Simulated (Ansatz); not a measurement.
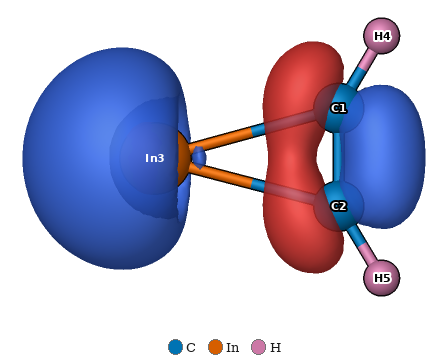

Figure. C₂H₂In (SMILES [CH]1=[CH][In]1) (doublet). The HOMO−1 (α) at ±0.15 Å⁻³ᐟ² (blue and red are the two phases), seen across its widest extent.

Geometry: PBE0-D3(BJ)/def2-SVP; core potentials replace the inner electrons of In.

These are results of isolated molecule in a Gaussian basis; Kohn-Sham density functional theory, functional PBE0 in Ansatz 0.2.0, not measurements.

Input

```
crystal:
  periodic: [false, false, false]
  atoms:
    - {symbol: C, position_ang: [-0.505912, 0.751838, -0.849628]}
    - {symbol: C, position_ang: [0.472061, 0.431207, -0.109293]}
    - {symbol: In, position_ang: [-1.529116, -0.308302, 1.128419]}
    - {symbol: H, position_ang: [-0.874261, 1.199393, -1.773015]}
    - {symbol: H, position_ang: [1.548588, 0.405054, 0.061105]}
basis:
  gaussian: {orbitals: def2-TZVPD}
magnetization: {spin_polarized: true, initial_magnetization: 1}
hamiltonian: {xc: {name: PBE0}}
output: {forces: true, orbitals: {seedname: orbitals}}
```

Launched as:

```sh
ansatz run input.yaml --threads 1 --pin off --max-ram 2610MiB --events-out events.jsonl --progress --plain --runs-dir runs
```

**Describe this orbital and give its energy.**

It lies mainly on In3 (about 70 %), C1 (about 15 %) and C2 (about 15 %); it is symmetric in the molecular plane (an in-plane orbital: σ, lone-pair or in-plane π type). Its energy is −6.82 eV.
